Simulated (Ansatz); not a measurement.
## MgTl (CsCl type): frozen-phonon scan

MgTl (CsCl type)

```xyz
4
Lattice="7.1286 0.0000 0.0000 3.5643 3.5643 0.0000 0.0000 0.0000 3.5643" Properties=species:S:1:pos:R:3 pbc="T T T"
Mg     0.0000     0.0000     0.0000
Mg     3.5643     0.0000     0.0000
Tl     1.7821     1.7821     1.7821
Tl     5.3464     1.7821     1.7821
```

The atoms are displaced by Q × the pattern below (from a DFPT mode at M = (0.5, 0.5, 0.0), largest move 1; Q in Å), at fixed cell. (q is in reciprocal vectors of the primitive cell; the cell shown is doubled to hold the pattern.)

```json
[
 {"atom": "Mg1", "x": "0.000", "y": "0.000", "z": "-1.000"},
 {"atom": "Mg2", "x": "0.000", "y": "0.000", "z": "1.000"}
]
```

Atoms not listed stay in place.

Method: LDA (plane waves to 420 eV, PAW, scalar-relativistic; Ansatz, a quantum-chemistry and plane-wave program). k mesh 13×13×13 (Γ-centred), Fermi-Dirac smearing 0.05 eV. The energy includes the smearing's −TS. With partly filled bands, energies and forces of such displacements shift with the k mesh and the smearing. MgTl was relaxed with its symmetry unable to fall. Spin-orbit coupling is left out, though Tl is heavy. ΔE is measured from the undisplaced structure.

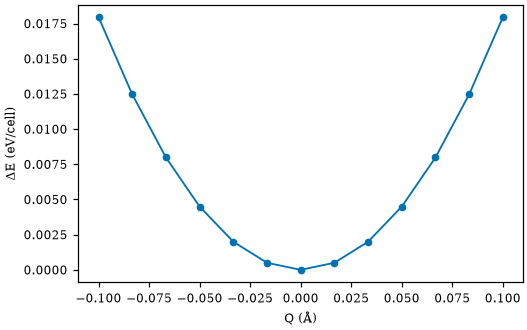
Figure: ΔE (eV/cell) against Q (Å); markers are the computed points, lines only join them.

The energy at Q = 0.100 Å is 18.0 meV/cell. Space group of the distorted cell: P4/nmm (No. 129), lowered from Pm-3m. Shape of the curve: a single well with its minimum at or next to zero displacement. Symmetry of the curve: even: the same for both signs. Wavenumber by perturbation theory (DFPT, on another k mesh): 142 cm⁻¹.

(For displaced atoms, the force is minus the slope of the energy, and its curvature is a force constant, which sets phonon frequencies.)
